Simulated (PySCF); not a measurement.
## Single-point calculation, with input and output: KO (charge +1)

The run: single-point calculation of KO, charge +1, multiplicity 3. Method and program: UHF/jorge-dzp-dkh (PySCF 2.14.0).

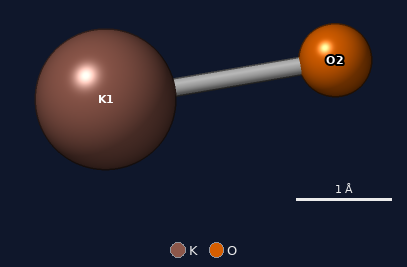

Figure 1. The input geometry (ball-and-stick view, seen at an oblique angle; atoms are numbered from 1 in the order of the input). Sticks mark near contacts. Bond lengths as drawn: K–O 2.46 Å.

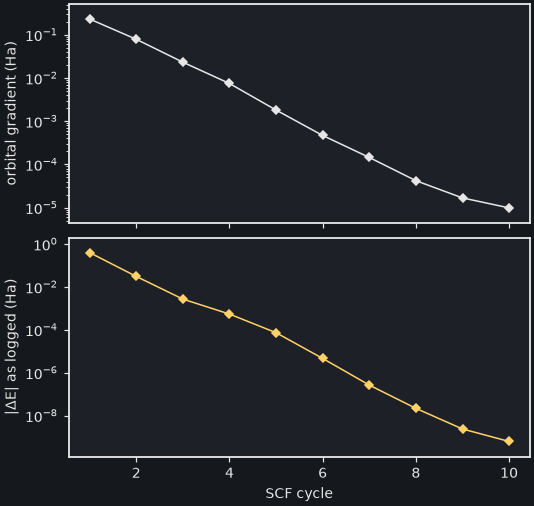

Figure 2. Convergence of the self-consistent field: orbital gradient and size of the energy change against the SCF cycle. The residual falls at every step.

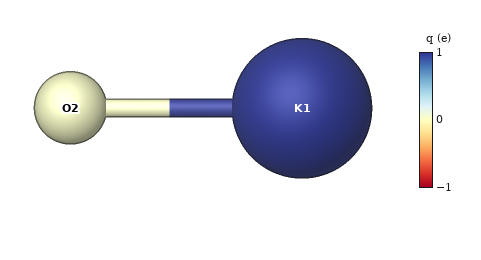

Figure 3. meta-Löwdin charges, as the colour of each atom (ball-and-stick view, seen on its broad side; atoms are numbered from 1 in the order of the input). By element: K +0.98 and O +0.02 e.

These pictures come from the run below.

## Input
```python
from pyscf import gto, scf, solvent

mol = gto.M(
    atom='K 0 0 0; O 0 0 2.46',
    basis='jorge-dzp-dkh',
    charge=1,
    spin=2,
    verbose=4,
)
mf = scf.UHF(mol)
mf = mf.sfx2c1e()
mf = solvent.PCM(mf)
mf.with_solvent.eps = 78.36
mf.kernel()
mf.analyze()
print('orbital energies (hartree):', [e[max(0, n-3):n+3].round(4) for e, n in zip(mf.mo_energy, mol.nelec)])
```

Launched with:
```bash
OMP_NUM_THREADS=1 python input.py
```

## Log
```
PySCF version 2.14.0

[INPUT] verbose = 4
[INPUT] num. atoms = 2
[INPUT] num. electrons = 26
[INPUT] charge = 1
[INPUT] spin (= nelec alpha-beta = 2S) = 2
[INPUT] symmetry False subgroup None
[INPUT] Mole.unit = angstrom
[INPUT] Symbol           X                Y                Z      unit          X                Y                Z       unit  Magmom
[INPUT]  1 K      0.000000000000   0.000000000000   0.000000000000 AA    0.000000000000   0.000000000000   0.000000000000 Bohr   0.0
[INPUT]  2 O      0.000000000000   0.000000000000   2.460000000000 AA    0.000000000000   0.000000000000   4.648726266430 Bohr   0.0

nuclear repulsion = 32.6971284796098
number of shells = 22
number of NR pGTOs = 85
number of NR cGTOs = 46
basis = jorge-dzp-dkh
ecp = {}

******** <class 'pyscf.solvent._attach_solvent.PCMsfX2C1eUHF'> ********
method = PCMsfX2C1eUHF
initial guess = minao
damping factor = 0
level_shift factor = 0
DIIS = <class 'pyscf.scf.diis.CDIIS'>
diis_start_cycle = 1
diis_space = 8
diis_damp = 0
SCF conv_tol = 1e-09
SCF conv_tol_grad = None
SCF max_cycles = 50
direct_scf = True
direct_scf_tol = 1e-13
number electrons alpha = 14  beta = 12

******** <class 'pyscf.x2c.sfx2c1e.SpinFreeX2CHelper'> ********
approx = 1e
xuncontract = 1
******** <class 'pyscf.solvent.pcm.PCM'> (In testing) ********

WARN: PCM is an experimental feature. It is still in testing.
Features and APIs may be changed in the future.

lebedev_order = 29 (302 grids per sphere)
eps = 78.36
frozen = False
Set gradient conv threshold to 3.16228e-05
PCM E_diel = -0.000223089347016176
Solvent Energy = -0.000223089347016176
init E= -675.794140286692
  alpha nocc = 14  HOMO = -0.416048310148256  LUMO = -0.0429011995002539

WARN: beta  nocc = 12  HOMO -0.417314763742636 >= LUMO -0.417314763729017

WARN: HOMO -0.416048310148256 >= LUMO -0.417314763729017

PCM E_diel = -0.0786035993560933
Solvent Energy = -0.0786035993560933
cycle= 1 E= -676.190777373768  delta_E= -0.397  |g|= 0.231  |ddm|= 1.05
  alpha nocc = 14  HOMO = -0.733943217531232  LUMO = 0.00756824039141651
  beta  nocc = 12  HOMO = -0.657035422389015  LUMO = -0.0363307272164202
  HOMO = -0.657035422389  LUMO = -0.0363307272164  gap/eV = 16.89024
PCM E_diel = -0.0784697055711401
Solvent Energy = -0.0784697055711401
cycle= 2 E= -676.22156927397  delta_E= -0.0308  |g|= 0.0786  |ddm|= 0.241
  alpha nocc = 14  HOMO = -0.662511437224784  LUMO = 0.0352203712063761
  beta  nocc = 12  HOMO = -0.583219272790103  LUMO = 0.00341646454022963
  HOMO = -0.58321927279  LUMO = 0.00341646454023  gap/eV = 15.96317
PCM E_diel = -0.0784772158020832
Solvent Energy = -0.0784772158020832
cycle= 3 E= -676.224269707113  delta_E= -0.0027  |g|= 0.0232  |ddm|= 0.0669
  alpha nocc = 14  HOMO = -0.66646937219891  LUMO = 0.0363458577350259
  beta  nocc = 12  HOMO = -0.581255972191997  LUMO = 0.00392204428827054
  HOMO = -0.581255972192  LUMO = 0.00392204428827  gap/eV = 15.92350
PCM E_diel = -0.0784712401762897
Solvent Energy = -0.0784712401762897
cycle= 4 E= -676.224810889008  delta_E= -0.000541  |g|= 0.00746  |ddm|= 0.0334
  alpha nocc = 14  HOMO = -0.668375131287755  LUMO = 0.0360158649477724
  beta  nocc = 12  HOMO = -0.577254544536885  LUMO = 0.00389630688684393
  HOMO = -0.577254544537  LUMO = 0.00389630688684  gap/eV = 15.81392
PCM E_diel = -0.0784677624734407
Solvent Energy = -0.0784677624734407
cycle= 5 E= -676.224883993183  delta_E= -7.31e-05  |g|= 0.00181  |ddm|= 0.0142
  alpha nocc = 14  HOMO = -0.669188047537982  LUMO = 0.0361580700294892
  beta  nocc = 12  HOMO = -0.575817345999639  LUMO = 0.00394164121855737
  HOMO = -0.575817346  LUMO = 0.00394164121856  gap/eV = 15.77605
PCM E_diel = -0.0784658939938891
Solvent Energy = -0.0784658939938891
cycle= 6 E= -676.224888603915  delta_E= -4.61e-06  |g|= 0.000468  |ddm|= 0.00353
  alpha nocc = 14  HOMO = -0.669448091605468  LUMO = 0.0361540673299722
  beta  nocc = 12  HOMO = -0.57558897524035  LUMO = 0.00394354799129392
  HOMO = -0.57558897524  LUMO = 0.00394354799129  gap/eV = 15.76988
PCM E_diel = -0.0784649766694237
Solvent Energy = -0.0784649766694237
cycle= 7 E= -676.224888867632  delta_E= -2.64e-07  |g|= 0.000145  |ddm|= 0.000755
  alpha nocc = 14  HOMO = -0.669533728589703  LUMO = 0.0361500657757267
  beta  nocc = 12  HOMO = -0.575561988415643  LUMO = 0.00394673965654592
  HOMO = -0.575561988416  LUMO = 0.00394673965655  gap/eV = 15.76924
PCM E_diel = -0.0784646005607458
Solvent Energy = -0.0784646005607458
cycle= 8 E= -676.224888889312  delta_E= -2.17e-08  |g|= 4.21e-05  |ddm|= 0.000215
  alpha nocc = 14  HOMO = -0.669538358327685  LUMO = 0.036153896436404
  beta  nocc = 12  HOMO = -0.575565241247261  LUMO = 0.00394846173976728
  HOMO = -0.575565241247  LUMO = 0.00394846173977  gap/eV = 15.76937
PCM E_diel = -0.0784644599110195
Solvent Energy = -0.0784644599110195
cycle= 9 E= -676.224888891682  delta_E= -2.37e-09  |g|= 1.68e-05  |ddm|= 6.09e-05
  alpha nocc = 14  HOMO = -0.669532954374122  LUMO = 0.0361555298097358
  beta  nocc = 12  HOMO = -0.575568967304747  LUMO = 0.00394901684221329
  HOMO = -0.575568967305  LUMO = 0.00394901684221  gap/eV = 15.76949
PCM E_diel = -0.0784644122894421
Solvent Energy = -0.0784644122894421
cycle= 10 E= -676.224888892304  delta_E= -6.22e-10  |g|= 9.89e-06  |ddm|= 3.05e-05
  alpha nocc = 14  HOMO = -0.669531805849555  LUMO = 0.0361555182553535
  beta  nocc = 12  HOMO = -0.575569561663087  LUMO = 0.00394908886183025
  HOMO = -0.575569561663  LUMO = 0.00394908886183  gap/eV = 15.76951
PCM E_diel = -0.0784644079169237
Solvent Energy = -0.0784644079169237
Extra cycle  E= -676.224888892529  delta_E= -2.26e-10  |g|= 9.25e-06  |ddm|= 1.3e-05
converged SCF energy = -676.224888892529  <S^2> = 2.0067335  2S+1 = 3.0044857
**** SCF Summaries ****
Total Energy =                        -676.224888892529407
Nuclear Repulsion Energy =              32.697128479609759
One-electron Energy =                 -989.804331061360358
Two-electron Energy =                  280.960778097138132
Two-electron Coulomb Energy =          321.979027064391232
DFT Exchange-Correlation Energy =      -41.018248967253101
HOMO-LUMO gap [eV] =                    15.769505705223008
**** MO energy ****
                             alpha | beta                alpha | beta
MO #1   energy= -134.198742919169  | -134.198472480686  occ= 1 | 1
MO #2   energy= -20.780306419052   | -20.7003516072094  occ= 1 | 1
MO #3   energy= -14.6605381812412  | -14.6602627980369  occ= 1 | 1
MO #4   energy= -11.5877938130664  | -11.5871861457268  occ= 1 | 1
MO #5   energy= -11.5873743424025  | -11.5871807358127  occ= 1 | 1
MO #6   energy= -11.5873166250001  | -11.5869990810467  occ= 1 | 1
MO #7   energy= -1.82263385421248  | -1.82108212748145  occ= 1 | 1
MO #8   energy= -1.48042690106664  | -1.14421668661552  occ= 1 | 1
MO #9   energy= -1.02157991259413  | -1.01399112012059  occ= 1 | 1
MO #10  energy= -1.01475279651159  | -1.01381415734491  occ= 1 | 1
MO #11  energy= -1.01422749082826  | -1.0095430261772   occ= 1 | 1
MO #12  energy= -0.768435143745024 | -0.575569561663087 occ= 1 | 1
MO #13  energy= -0.766306122088408 | 0.00394908886183025 occ= 1 | 0
MO #14  energy= -0.669531805849555 | 0.0259512755954865 occ= 1 | 0
MO #15  energy= 0.0055816480042939 | 0.0361555182553535 occ= 0 | 0
MO #16  energy= 0.0768418139796335 | 0.078829228916428  occ= 0 | 0
MO #17  energy= 0.0781735648123296 | 0.0897810997666734 occ= 0 | 0
MO #18  energy= 0.0804719951347933 | 0.0903612277098329 occ= 0 | 0
MO #19  energy= 0.0984160691233133 | 0.11222642220779   occ= 0 | 0
MO #20  energy= 0.152350235661784  | 0.15247738203829   occ= 0 | 0
MO #21  energy= 0.152362613315981  | 0.152494133057615  occ= 0 | 0
MO #22  energy= 0.161892732504447  | 0.168544277622645  occ= 0 | 0
MO #23  energy= 0.165887797653152  | 0.196849497909289  occ= 0 | 0
MO #24  energy= 0.204017089179411  | 0.215556942040828  occ= 0 | 0
MO #25  energy= 0.750415823989532  | 0.885604457516989  occ= 0 | 0
MO #26  energy= 0.802743450366391  | 0.947845124963674  occ= 0 | 0
MO #27  energy= 0.848703799823224  | 0.991602739541116  occ= 0 | 0
MO #28  energy= 1.50501205800757   | 1.59668154811087   occ= 0 | 0
MO #29  energy= 1.86434089270637   | 1.86487278011545   occ= 0 | 0
MO #30  energy= 1.86493368467974   | 1.86521983295258   occ= 0 | 0
MO #31  energy= 1.98859868463459   | 2.0031194118724    occ= 0 | 0
MO #32  energy= 2.83842716495006   | 3.03902745955236   occ= 0 | 0
MO #33  energy= 2.84537113082477   | 3.04636622556616   occ= 0 | 0
MO #34  energy= 2.90483162230525   | 3.05023702640665   occ= 0 | 0
MO #35  energy= 2.90852472718762   | 3.08609181939575   occ= 0 | 0
MO #36  energy= 2.93298974447495   | 3.09084918778173   occ= 0 | 0
MO #37  energy= 9.32531318386174   | 9.32594044636872   occ= 0 | 0
MO #38  energy= 12.0719430021736   | 12.0721563518442   occ= 0 | 0
MO #39  energy= 12.0721656149367   | 12.0723224023571   occ= 0 | 0
MO #40  energy= 12.1381642901528   | 12.1390800239854   occ= 0 | 0
MO #41  energy= 34.1929567410258   | 34.252359501372    occ= 0 | 0
MO #42  energy= 49.2746794460826   | 49.2748002429224   occ= 0 | 0
MO #43  energy= 49.2747737586549   | 49.2748645393047   occ= 0 | 0
MO #44  energy= 49.3201341962966   | 49.3206101743388   occ= 0 | 0
MO #45  energy= 127.920705841493   | 127.920934733232   occ= 0 | 0
MO #46  energy= 863.939354924919   | 863.939436400297   occ= 0 | 0

To work with the spin densities directly, `use mulliken_meta_spin()` only printing them here.

 ** Mulliken spin pop alpha/beta on meta-lowdin orthogonal AOs **
 ** Mulliken Spin Density (per AO)  **
spin_pop of  0 K 1s        0.00000
spin_pop of  0 K 2s        0.00000
spin_pop of  0 K 3s        0.00002
spin_pop of  0 K 4s       -0.00258
spin_pop of  0 K 5s       -0.00000
spin_pop of  0 K 6s       -0.00000
spin_pop of  0 K 7s       -0.00000
spin_pop of  0 K 8s        0.00000
spin_pop of  0 K 2px      -0.00000
spin_pop of  0 K 2py      -0.00000
spin_pop of  0 K 2pz       0.00000
spin_pop of  0 K 3px       0.00000
spin_pop of  0 K 3py       0.00000
spin_pop of  0 K 3pz       0.00023
spin_pop of  0 K 4px      -0.00002
spin_pop of  0 K 4py      -0.00029
spin_pop of  0 K 4pz      -0.00019
spin_pop of  0 K 5px      -0.00000
spin_pop of  0 K 5py      -0.00003
spin_pop of  0 K 5pz      -0.00000
spin_pop of  0 K 6px      -0.00001
spin_pop of  0 K 6py      -0.00008
spin_pop of  0 K 6pz      -0.00004
spin_pop of  0 K 7px      -0.00000
spin_pop of  0 K 7py      -0.00000
spin_pop of  0 K 7pz      -0.00000
spin_pop of  0 K 3dxy     -0.00000
spin_pop of  0 K 3dyz     -0.00065
spin_pop of  0 K 3dz^2    -0.00006
spin_pop of  0 K 3dxz     -0.00005
spin_pop of  0 K 3dx2-y2   -0.00000
spin_pop of  1 O 1s       -0.00000
spin_pop of  1 O 2s        0.00539
spin_pop of  1 O 3s        0.00045
spin_pop of  1 O 4s       -0.00002
spin_pop of  1 O 2px       0.91396
spin_pop of  1 O 2py       0.08568
spin_pop of  1 O 2pz       0.99530
spin_pop of  1 O 3px       0.00186
spin_pop of  1 O 3py      -0.00037
spin_pop of  1 O 3pz       0.00158
spin_pop of  1 O 3dxy     -0.00004
spin_pop of  1 O 3dyz     -0.00002
spin_pop of  1 O 3dz^2     0.00004
spin_pop of  1 O 3dxz      0.00001
spin_pop of  1 O 3dx2-y2   -0.00008
 ** Mulliken Spin Density (per atom)  **
spin density of  0 K =     -0.00374
spin density of  1 O =      2.00374
 ** Mulliken pop alpha/beta on meta-lowdin orthogonal AOs **
 ** Mulliken pop       alpha | beta **
pop of  0 K 1s        1.00000 | 1.00000
pop of  0 K 2s        0.99994 | 0.99994
pop of  0 K 3s        0.99976 | 0.99973
pop of  0 K 4s        0.01058 | 0.01316
pop of  0 K 5s        0.00000 | 0.00001
pop of  0 K 6s        0.00001 | 0.00001
pop of  0 K 7s        0.00000 | 0.00000
pop of  0 K 8s        0.00000 | 0.00000
pop of  0 K 2px       1.00000 | 1.00000
pop of  0 K 2py       1.00000 | 1.00000
pop of  0 K 2pz       1.00000 | 1.00000
pop of  0 K 3px       0.99998 | 0.99998
pop of  0 K 3py       0.99998 | 0.99998
pop of  0 K 3pz       0.99992 | 0.99968
pop of  0 K 4px       0.00002 | 0.00004
pop of  0 K 4py       0.00005 | 0.00035
pop of  0 K 4pz       0.00004 | 0.00023
pop of  0 K 5px       0.00000 | 0.00000
pop of  0 K 5py       0.00001 | 0.00003
pop of  0 K 5pz       0.00002 | 0.00002
pop of  0 K 6px       0.00000 | 0.00001
pop of  0 K 6py       0.00001 | 0.00009
pop of  0 K 6pz       0.00002 | 0.00006
pop of  0 K 7px       0.00000 | 0.00000
pop of  0 K 7py       0.00000 | 0.00001
pop of  0 K 7pz       0.00000 | 0.00000
pop of  0 K 3dxy      0.00000 | 0.00000
pop of  0 K 3dyz      0.00007 | 0.00072
pop of  0 K 3dz^2     0.00008 | 0.00014
pop of  0 K 3dxz      0.00002 | 0.00007
pop of  0 K 3dx2-y2    0.00000 | 0.00000
pop of  1 O 1s        1.00000 | 1.00000
pop of  1 O 2s        0.98998 | 0.98459
pop of  1 O 3s        0.00066 | 0.00021
pop of  1 O 4s        0.00002 | 0.00004
pop of  1 O 2px       0.99803 | 0.08406
pop of  1 O 2py       0.99945 | 0.91377
pop of  1 O 2pz       0.99700 | 0.00170
pop of  1 O 3px       0.00194 | 0.00007
pop of  1 O 3py       0.00041 | 0.00079
pop of  1 O 3pz       0.00161 | 0.00003
pop of  1 O 3dxy      0.00007 | 0.00011
pop of  1 O 3dyz      0.00001 | 0.00003
pop of  1 O 3dz^2     0.00013 | 0.00008
pop of  1 O 3dxz      0.00001 | 0.00000
pop of  1 O 3dx2-y2    0.00016 | 0.00025
In total            14.00000 | 12.00000
 ** Mulliken atomic charges   ( Nelec_alpha | Nelec_beta ) **
charge of  0K =      0.97523  (     9.01051      9.01425 )
charge of  1O =      0.02477  (     4.98949      2.98575 )
Dipole moment(X, Y, Z, Debye): -0.00000,  0.00000,  0.27173
orbital energies (hartree): [array([-0.7684, -0.7663, -0.6695,  0.0056,  0.0768,  0.0782]), array([-1.0138, -1.0095, -0.5756,  0.0039,  0.026 ,  0.0362])]
```

## Results in brief

| quantity | value |
| --- | --- |
| outcome | converged |
| SCF energy | −676.224889 hartree |
| ⟨S²⟩ | 2.007 |
| hardware | 1 CPU thread, shared host |
| wall time | 1.5 s |

## Notes

Notes on the run: PCM is an experimental feature.
